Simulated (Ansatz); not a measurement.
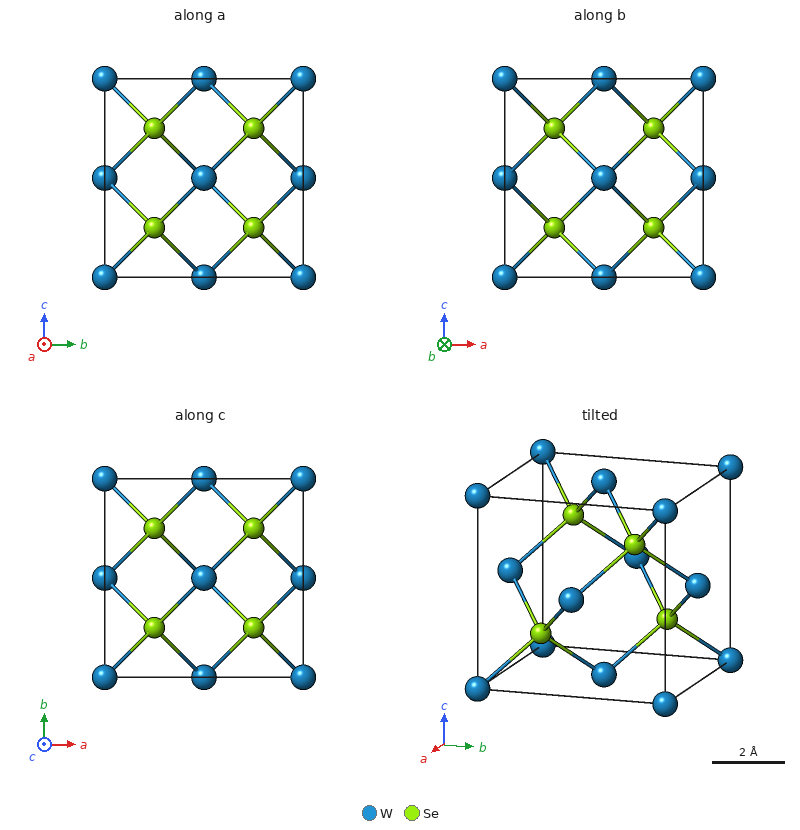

Ball-and-stick model, viewed along the a axis, along the b axis, along the c axis and slightly off an axis. The conventional unit cell is outlined; an atom on or near a face, edge or corner is repeated at each equivalent position.

Lattice parameters: a = 5.522 Å, b = 5.522 Å, c = 5.522 Å, α = 90.00°, β = 90.00°, γ = 90.00°.

Q: From the views, write a table of Wyckoff sites.

A: Space group F-43m (No. 216).
```tsv
atom	site	x	y	z
W	4a	0.0000	0.0000	0.0000
Se	4d	0.2500	0.2500	0.7500
```

Provenance: a structure type filled with these elements by a generator (whether the compound takes this form wasn't checked). Earlier steps of the study may have refined or changed the cell and positions. An electronic-structure calculation with Ansatz was run on it.

At this level of theory the cell isn't at rest (compressed, at 10 GPa), so its distances can differ from those at equilibrium, the more so the softer the solid.
